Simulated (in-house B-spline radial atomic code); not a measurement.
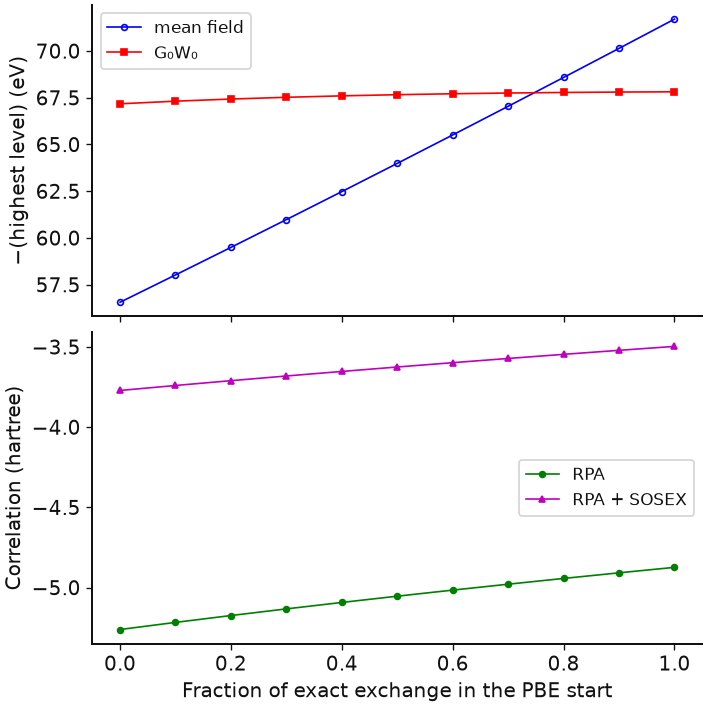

G₀W₀ and RPA for Tb⁴⁺ ([Xe] 4f⁷) as exact exchange is mixed into the PBE start. All-electron spherical atom, scalar X2C, no spin-orbit coupling, Breit or QED terms; computed with a B-spline radial code.

> How do the results depend on the fraction of exact exchange?

The mean-field binding energy of 4f↑ runs from 56.56 eV at fraction 0 to 71.70 eV at 1, the G₀W₀ value only from 67.18 to 67.82 eV. The correction vanishes near a fraction of 0.75. The RPA correlation energy goes from −5.26 to −4.87 hartree, and with SOSEX from −3.77 to −3.50.

Limits of the model: relativistic terms absent here (spin-orbit coupling, Breit, QED) can be large for so heavy or highly charged an atom or ion.
